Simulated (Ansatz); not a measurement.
Method: PBE (plane waves to 420 eV, PAW; Ansatz, a quantum-chemistry and plane-wave program).

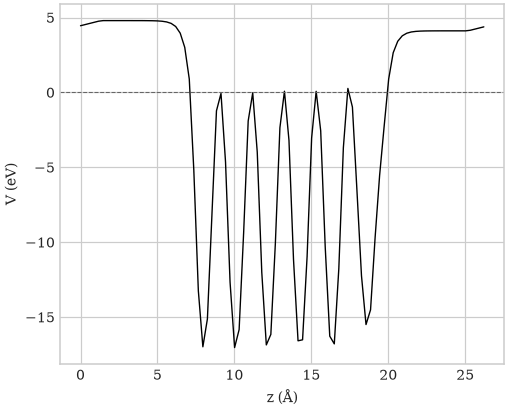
Electrostatic potential energy of an electron, averaged over planes parallel to the surface, in eV from the Fermi level, for a constructed model of the (111) surface of fcc Cu, (√3x√3)R30° surface alloy, In on one Cu site of the top plane (bottom of the slab: a bare face, its two planes held)

Set-up: 18 atoms, 10.5 Å thick at the start with caps and adatoms (thin: gaps and levels are the slab's own); mesh 10x10x1; 0.1 eV smearing; dipole correction on; 6 atoms held, the rest relaxed; held to the start's symmetry, so lower structures may exist; no spin, no spin-orbit, no U. It is one candidate, not shown to be the stable structure of the face.

The vacuum level lies 4.11 eV above the Fermi level over the top face and 4.80 eV above it under the bottom face.
